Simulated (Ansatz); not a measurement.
**Br$_{3}$HOSn: density, localisation and related maps**

Input file:

```
basis:
  gaussian:
    orbitals: def2-SVPD
crystal:
  periodic: [false, false, false]
  atoms:
    - {symbol: Br, position_ang: [2.164600, -1.553568, 0.418435]}
    - {symbol: Br, position_ang: [-1.356504, -1.460573, -1.585197]}
    - {symbol: Br, position_ang: [0.962543, 1.809317, -1.497442]}
    - {symbol: O, position_ang: [-0.594807, 0.375705, 1.482799]}
    - {symbol: Sn, position_ang: [0.237697, -0.169675, -0.209492]}
    - {symbol: H, position_ang: [-1.371328, 0.934695, 1.344696]}
hamiltonian:
  xc: {name: PBE0}
output:
  forces: true
  orbitals: {seedname: orbitals}
```

Run with:

```sh
ansatz run input.yaml --threads 2 --pin off --max-ram 6090MiB --events-out events.jsonl --progress --plain --runs-dir runs
```

Geometry: PBE0-D4/def2-SVP; core potentials replace the inner electrons of Sn.

Level of theory: isolated molecule in a Gaussian basis; Kohn-Sham density functional theory, functional PBE0 in Ansatz.

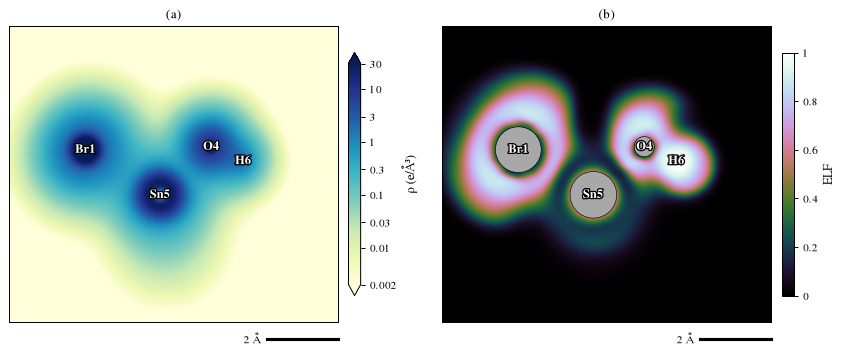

Figure 1. (a) electron density; (b) electron localisation function on the plane of atoms Sn5, O4 and H6. Grey discs cover the atomic cores in the ELF map.

Interpret the plot.

Answer. Atoms in the plane: Br, O, Sn and H.
Sn–O (1.96 Å): the density is about 0.76 e/Å³ at the midpoint; the ELF peaks at about 0.85 in the valence shell of O, 0.6 Å from its nucleus, and drops to about 0.15 between the two atoms.
Sn–Br (2.45 Å): ρ is about 0.54 e/Å³ halfway; the ELF peaks at about 0.75 in the valence shell of Br, 1.0 Å from its nucleus, and drops to about 0.15 between the two atoms.
O–H (0.97 Å): ρ is about 3.6 e/Å³ halfway; the ELF climbs to about 1 towards the hydrogen, as it does in any bond to H; an ordinary covalent bond to hydrogen.
The ELF also peaks beside Br1 and O4, away from the bonds: lone-pair regions.

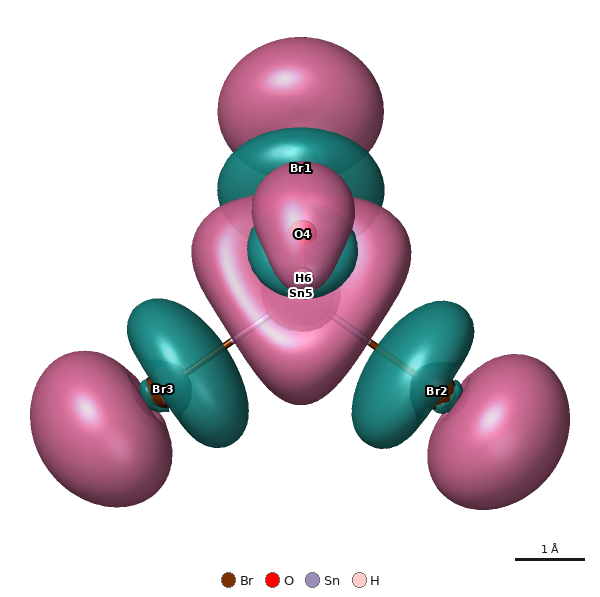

Figure 2. The LUMO at ±0.06 Å⁻³ᐟ² (teal and pink are the two phases), seen at an oblique angle.

What is the character of this orbital?

Answer. Its weight (Hirshfeld) is mainly on Sn5 (about 30 %), Br2 (about 20 %), Br3 (about 20 %), Br1 (about 20 %) and O4 (about 10 %). Its energy is −3.40 eV.
